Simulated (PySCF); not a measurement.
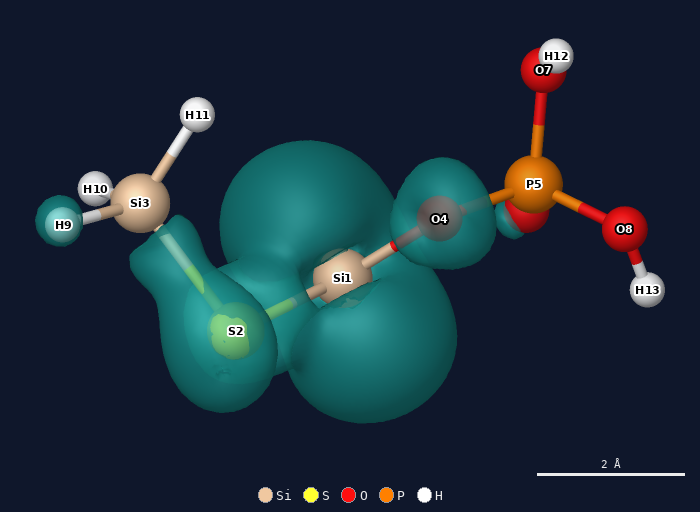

*H$_{5}$O$_{4}$PSSi$_{2}$ (SMILES O=P(O)(O)O[Si]S[SiH3]) (triplet). Isosurfaces of the spin density at +0.02 (teal) and −0.02 e/Å³ (pink), seen at a tilt.*

Geometry: PBE0-D3(BJ)/def2-SVP.

Computed with PySCF 2.14.0, density-fitted response routines, UKS B3LYP, IGLO-III on O P S Si, pcH-1 on H, non-relativistic, mean-field spin-orbit, GIAO.

```
atom    x (Å)    y (Å)    z (Å)
  Si   0.6122   1.0609  -0.5601
   S   2.6597   0.4935  -0.5428
  Si   2.5206  -1.2470  -1.8378
   O  -0.3315   0.3677   0.6897
   P  -1.8594   0.8078   0.9423
   O  -2.3262   1.8432   0.0031
   O  -2.6723  -0.5634   0.9096
   O  -1.8951   1.1738   2.5080
   H   3.8870  -1.8506  -1.8670
   H   2.1191  -0.8305  -3.2097
   H   1.5365  -2.2169  -1.2810
   H  -2.4160  -1.1827   1.6050
   H  -1.8242   2.1269   2.6480
```

**Where is the unpaired spin?**

The unpaired spin (2 electrons) lies mostly on Si1 (about 1.4), S2 (about 0.3), O4 (about 0.1) and Si3 (about 0.1), in electrons by Hirshfeld's partition.
